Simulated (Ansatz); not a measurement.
```xyz
5
charge 0, multiplicity 1
C    -0.1505   -0.0112   -0.0638
Cu    1.5614    0.3129    0.6960
H    -0.8010   -0.9891    0.4817
H    -0.1482   -0.1194   -1.1498
H    -0.5981    0.9432    0.2189
```

Geometry: moved along internal coordinates away from the minimum.

Work out the structure from the coordinates.

The molecule is CH₃Cu. SMILES: `[CH3][Cu]`. Coordination: 1 C tetrahedral.

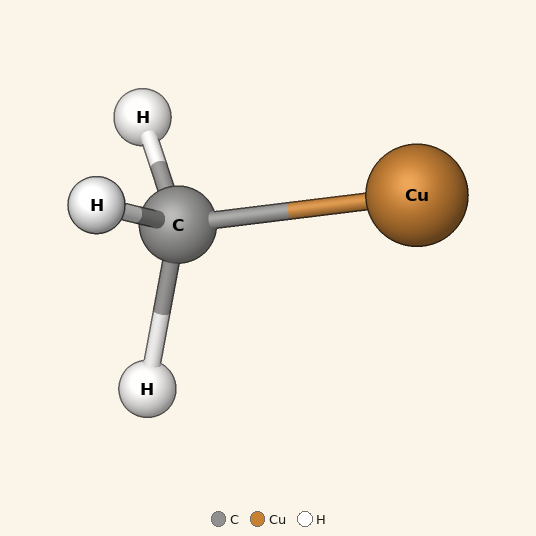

Figure made from data computed with Ansatz.
